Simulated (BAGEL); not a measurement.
# B3LYP/cc-pVDZ (density fitting with qzvpp-jkfit) run of B4H4S (closo-2-SB4 (no H on S))

What is the energy change on altering one bond length of B4H4S (closo-2-SB4 (no H on S)) at B3LYP/cc-pVDZ (density fitting with qzvpp-jkfit)? 

Program for the calculation: BAGEL 1.2.2.

### Step 1. The molecule

B4H4S: 9 atoms, total charge 0, spin state singlet. The shape is that of a GFN2-xTB optimisation.

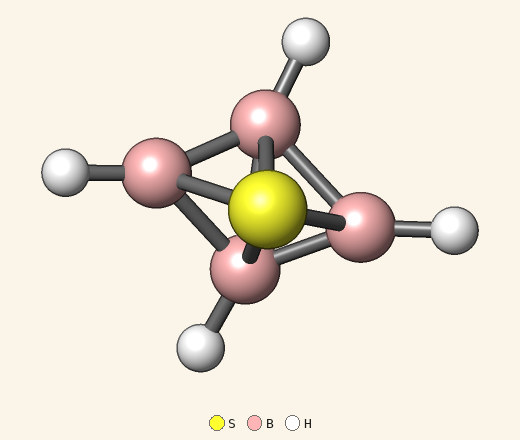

The structure, seen from a chosen angle (sulfur yellow, boron pink, hydrogen white).

### Step 2. The energy at B3LYP/cc-pVDZ (density fitting with qzvpp-jkfit)

Contents of dft.json:

```json
{ "bagel": [

{
  "title": "molecule",
  "basis": "cc-pvdz.json",
  "df_basis": "qzvpp-jkfit",
  "angstrom": "true",
  "geometry": [
    { "atom": "S", "xyz": [       0.170330,       0.890170,       1.087390 ] },
    { "atom": "B", "xyz": [       0.705950,      -0.687720,      -0.069610 ] },
    { "atom": "B", "xyz": [       0.848420,       0.763630,      -0.654850 ] },
    { "atom": "B", "xyz": [      -0.828940,      -0.662070,       0.777800 ] },
    { "atom": "B", "xyz": [      -0.801470,       0.182200,      -0.547960 ] },
    { "atom": "H", "xyz": [       1.353070,      -1.608690,       0.224670 ] },
    { "atom": "H", "xyz": [       1.378160,       1.650680,      -1.190670 ] },
    { "atom": "H", "xyz": [      -1.308740,      -1.284880,       1.636060 ] },
    { "atom": "H", "xyz": [      -1.516780,       0.756690,      -1.262820 ] }
  ]
},

{ "title": "ks", "xc_func": "b3lyp" },

{ "title": "print", "file": "orbitals.molden", "orbitals": "true" }

]}
```

The basis set cc-pVDZ is read from a file made from the Basis Set Exchange's data (not shown).

On the command line:

```bash
$ BAGEL_NUM_THREADS=1 BAGEL dft.json > dft.out
```

Log:

```text
* using 1 threads per process

  ===============================================================
  ===============================================================

  *** Geometry ***

  { "atom" : "S", "xyz" : [      0.321877,      1.682178,      2.054869 ] },
  { "atom" : "B", "xyz" : [      1.334052,     -1.299602,     -0.131544 ] },
  { "atom" : "B", "xyz" : [      1.603281,      1.443052,     -1.237487 ] },
  { "atom" : "B", "xyz" : [     -1.566470,     -1.251131,      1.469829 ] },
  { "atom" : "B", "xyz" : [     -1.514559,      0.344308,     -1.035494 ] },
  { "atom" : "H", "xyz" : [      2.556932,     -3.039984,      0.424565 ] },
  { "atom" : "H", "xyz" : [      2.604345,      3.119333,     -2.250040 ] },
  { "atom" : "H", "xyz" : [     -2.473160,     -2.428071,      3.091705 ] },
  { "atom" : "H", "xyz" : [     -2.866299,      1.429937,     -2.386384 ] },

  Number of auxiliary basis functions:      500

  Since a DF basis is specified, we compute 2- and 3-index integrals:
    o Being stored without compression. Storage requirement is 0.035 GB

  Number of basis functions:       94
  Number of electrons      :       40

    * METHOD: MOLECULE                             0.28

  *** Kohn-Sham DFT ***

    * Removing 20643 points whose weight is below 1.00e-10
    * Grid points: 113511

  === Nuclear Repulsion ===
   164.7381944425

       - DIIS with orbital gradients will be used.

  === KS iteration (b3lyp / cc-pvdz.json) ===
      0       -465.44814578          0.11385567           0.43
      1       -479.19622960          0.11787555           0.44
      2       -461.92935639          0.13648521           0.44
      3       -493.91711413          0.08081977           0.45
      4       -496.96084147          0.07605696           0.44
      5       -497.67617050          0.06591762           0.44
      6       -497.81930312          0.06322565           0.44
      7       -498.84226274          0.04560205           0.43
      8       -499.95536456          0.00652603           0.45
      9       -499.97553666          0.00305004           0.46
     10       -499.98136801          0.00038109           0.45
     11       -499.98145830          0.00012658           0.45
     12       -499.98146780          0.00005762           0.45
     13       -499.98146893          0.00003583           0.44
     14       -499.98146957          0.00001033           0.45
     15       -499.98146962          0.00000260           0.45
     16       -499.98146962          0.00000100           0.45
     17       -499.98146962          0.00000018           0.45
     18       -499.98146962          0.00000005           0.45
     19       -499.98146962          0.00000003           0.45
     20       -499.98146962          0.00000002           0.45
     21       -499.98146962          0.00000000           0.45
    * SCF iteration converged.

    * Permanent dipole moment:
           (   -0.036589,    -0.197649,    -0.241947) a.u.

    * METHOD: KS                                  10.44

    * METHOD: PRINT                                0.02

  ===============================================================
```

It took 11 s on 1 thread of Arm Neoverse V2, shared host; peak memory 0.48 GiB.

### Step 3. The distorted shape

Contents of calc.json:

```json
{ "bagel": [

{
  "title": "molecule",
  "basis": "cc-pvdz.json",
  "df_basis": "qzvpp-jkfit",
  "angstrom": true,
  "geometry": [
    { "atom": "S", "xyz": [    0.410238,    1.201585,    0.658246 ] },
    { "atom": "B", "xyz": [    0.945858,   -0.376305,   -0.498754 ] },
    { "atom": "B", "xyz": [    1.088328,    1.075045,   -1.083994 ] },
    { "atom": "B", "xyz": [   -0.589032,   -0.350655,    0.348656 ] },
    { "atom": "B", "xyz": [   -0.561562,    0.493615,   -0.977104 ] },
    { "atom": "H", "xyz": [    1.592978,   -1.297275,   -0.204474 ] },
    { "atom": "H", "xyz": [    1.618068,    1.962095,   -1.619814 ] },
    { "atom": "H", "xyz": [   -1.308740,   -1.284880,    1.636060 ] },
    { "atom": "H", "xyz": [   -1.276872,    1.068105,   -1.691964 ] }
  ]
},
{ "title": "ks", "xc_func": "b3lyp" },
{ "title": "print", "file": "orbitals.molden", "orbitals": true }

]}
```

The basis set cc-pVDZ is read from a file made from the Basis Set Exchange's data (not shown).

On the command line:

```bash
$ BAGEL_NUM_THREADS=1 BAGEL calc.json > calc.out
```

Log:

```text
* using 1 threads per process

  ===============================================================
  ===============================================================

  *** Geometry ***

  { "atom" : "S", "xyz" : [      0.775237,      2.270667,      1.243905 ] },
  { "atom" : "B", "xyz" : [      1.787413,     -0.711113,     -0.942508 ] },
  { "atom" : "B", "xyz" : [      2.056642,      2.031541,     -2.048452 ] },
  { "atom" : "B", "xyz" : [     -1.113109,     -0.662642,      0.658864 ] },
  { "atom" : "B", "xyz" : [     -1.061198,      0.932797,     -1.846459 ] },
  { "atom" : "H", "xyz" : [      3.010292,     -2.451494,     -0.386400 ] },
  { "atom" : "H", "xyz" : [      3.057705,      3.707822,     -3.061005 ] },
  { "atom" : "H", "xyz" : [     -2.473160,     -2.428071,      3.091705 ] },
  { "atom" : "H", "xyz" : [     -2.412938,      2.018426,     -3.197349 ] },

  Number of auxiliary basis functions:      500

  Since a DF basis is specified, we compute 2- and 3-index integrals:
    o Being stored without compression. Storage requirement is 0.035 GB

  Number of basis functions:       94
  Number of electrons      :       40

    * METHOD: MOLECULE                             0.28

  *** Kohn-Sham DFT ***

    * Removing 20146 points whose weight is below 1.00e-10
    * Grid points: 114008

  === Nuclear Repulsion ===
   163.0175152066

       - DIIS with orbital gradients will be used.

  === KS iteration (b3lyp / cc-pvdz.json) ===
      0       -465.42790478          0.11367151           0.43
      1       -479.11412189          0.11564212           0.44
      2       -462.40996055          0.13493833           0.44
      3       -493.55881521          0.08177699           0.43
      4       -496.73003477          0.07697637           0.43
      5       -497.55893270          0.06644535           0.43
      6       -497.63366002          0.06485325           0.43
      7       -498.16097354          0.06201594           0.43
      8       -499.84620310          0.01152156           0.43
      9       -499.85585153          0.00999223           0.43
     10       -499.91330649          0.00225061           0.44
     11       -499.91560264          0.00067712           0.43
     12       -499.91585199          0.00017423           0.44
     13       -499.91586967          0.00007095           0.44
     14       -499.91587245          0.00001677           0.43
     15       -499.91587251          0.00001306           0.43
     16       -499.91587261          0.00000475           0.43
     17       -499.91587262          0.00000123           0.43
     18       -499.91587263          0.00000073           0.44
     19       -499.91587263          0.00000031           0.44
     20       -499.91587263          0.00000013           0.43
     21       -499.91587263          0.00000013           0.44
     22       -499.91587263          0.00000005           0.44
     23       -499.91587263          0.00000002           0.43
     24       -499.91587263          0.00000000           0.44
    * SCF iteration converged.

    * Permanent dipole moment:
           (   -0.191641,    -0.374298,    -0.058165) a.u.

    * METHOD: KS                                  11.51

    * METHOD: PRINT                                0.02

  ===============================================================
```

It took 12 s on 1 thread of Arm Neoverse V2, shared host; peak memory 0.49 GiB.

### Step 4. Outcome

Level: B3LYP/cc-pVDZ (density fitting with qzvpp-jkfit).

```
                                                         quantity          value
                                        first shape: total energy  -499.98147 Eh
                                       first shape: dipole moment         0.80 D
                                         first shape: HOMO energy       -6.98 eV
                                         first shape: LUMO energy       -2.27 eV
                                       first shape: HOMO–LUMO gap        4.71 eV
                                    distorted shape: total energy  -499.91587 Eh
                                   distorted shape: dipole moment         1.08 D
                                     distorted shape: HOMO energy       -7.18 eV
                                     distorted shape: LUMO energy       -2.45 eV
                                   distorted shape: HOMO–LUMO gap        4.72 eV
energy change with the B4–H8 bond stretched from 1.164 to 1.746 Å       1.785 eV
```

What this shows: With the B4–H8 bond stretched from 1.164 to 1.746 Å the energy rises by 1.78 eV (41 kcal/mol). The first shape isn't relaxed at this level, so the change isn't measured from a minimum.
